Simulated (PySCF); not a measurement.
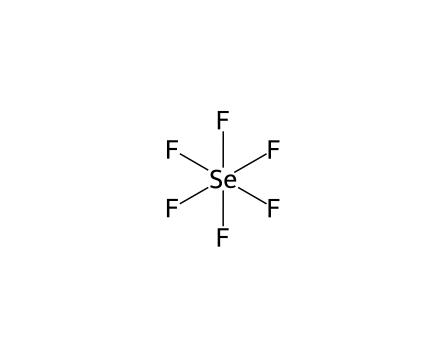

Structural formula above. The computed structure is the end point of a PBE0-D3(BJ)/def2-SVP optimisation. No frequency run is at hand to confirm it as a minimum.

What does the molecule look like in three dimensions?

The molecule is SeF6. As SMILES it reads `F[Se](F)(F)(F)(F)F`. It has no ring. The point group is Oh. Coordination: 1 Se octahedral.

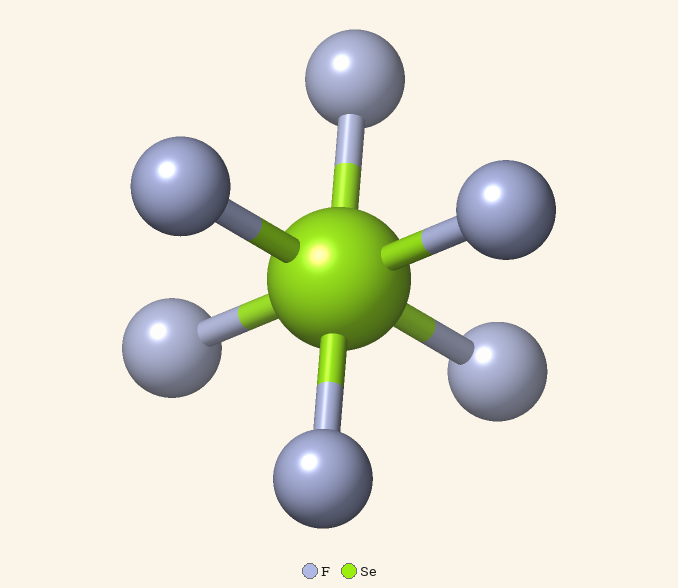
